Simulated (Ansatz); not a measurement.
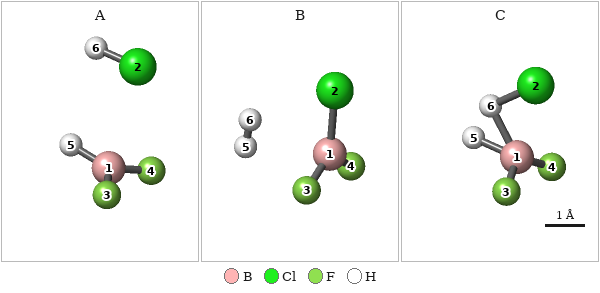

3 geometries from a converged minimum-energy path of BH2ClF2, made up at the start of BClF2 and H₂, shuffled. A ball-and-stick model, seen at a tilt.

Computed with Ansatz, RKS PBE-D4/def2-SVP. Run with 7 movable images; climbing image; force threshold 0.05 eV/Å; iteration limit 60; starting path through a guess of the saddle point.

**One of them is the converged climbing image. Which?**

C. In order along the path, whose images run from 0 to 8: B (image 1, +0.7 kcal/mol), C (image 4, +31.3 kcal/mol), A (image 8, +14.5 kcal/mol). Breaking: B1–Cl2 (1.76 → 2.12 at the top → 3.03 Å), H5–H6 (0.77 → 1.08 at the top → 2.85 Å). Forming: B1–H5 (2.97 → 1.34 at the top → 1.21 Å), Cl2–H6 (3.17 → 1.56 at the top → 1.30 Å).

Limits of the set-up: the start holds two separate molecules, 2.9 Å apart at their closest, whose relative position is a soft coordinate.

The run took 7.2 min on 1 thread of Arm Neoverse V1, with other jobs on the host, peak memory 0.11 GiB.
